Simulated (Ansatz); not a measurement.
**CsSnI3 (cubic perovskite): energy over volume and axial ratio**

CsSnI3 (cubic perovskite)

Space group Pm-3m (No. 221); a = b = c = 6.2712 Å, α = β = γ = 90.00°

| atom | site | symmetry | x | y | z |
|---|---|---|---|---|---|
| Cs | 1a | m-3m | 0.0000 | 0.0000 | 0.0000 |
| Sn | 1b | m-3m | 0.5000 | 0.5000 | 0.5000 |
| I | 3c | 4/mm.m | 0.0000 | 0.5000 | 0.5000 |

Grid over V/V₀ and (c/a)/(c/a)₀, subscript 0 meaning the relaxed cell; the conventional c axis lies along z; no internal relaxation.

Calculation: PBE (plane waves to 420 eV, PAW, scalar-relativistic; Ansatz, a program for electronic structure). k mesh 6×6×6 (Γ-centred), Fermi-Dirac smearing 0.05 eV. E stands for the smeared free energy. Compression counts positive. On this mesh the relaxed cell isn't quite at rest: it carries a pressure of 0.1 GPa (compression positive) at the zero of the scan. CsSnI3 was relaxed with its symmetry unable to fall. Spin-orbit coupling is left out, though I is heavy. The PAW data are Ansatz's earlier set. This is a high-temperature form of CsSnI3. The zero of ΔE is the relaxed starting cell.

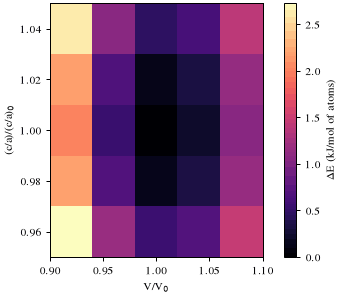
Figure: ΔE (kJ/mol of atoms) over the 5×5 grid of computed points.

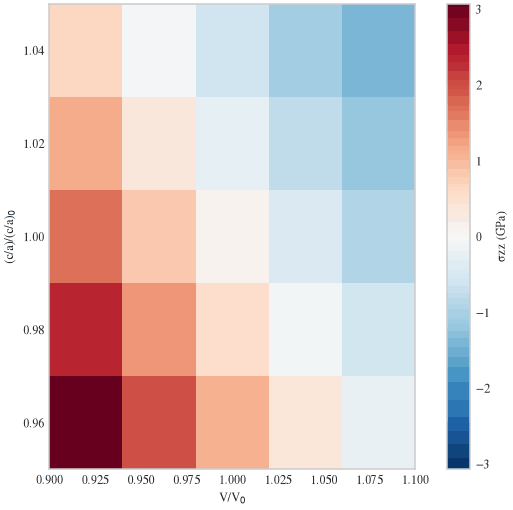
Figure. σzz (GPa) over the 5×5 grid of computed points.

The shear modulus C′ = (C11 − C12)/2 (fit, atoms clamped) comes out as 15.9 GPa. Lowest place on the grid: V/V₀ = 1.000, (c/a)/(c/a)₀ = 1.000 (0.0 meV/atom). Highest place on the grid: V/V₀ = 0.920, (c/a)/(c/a)₀ = 0.960 (28.2 meV/atom).

Near the relaxed cell σzz − σxx = −2Cδ (compression positive), C being this modulus and δ the logarithm of the ratio.

(Under strain, the slope of the energy per volume gives the stress and its curvature an elastic modulus.)
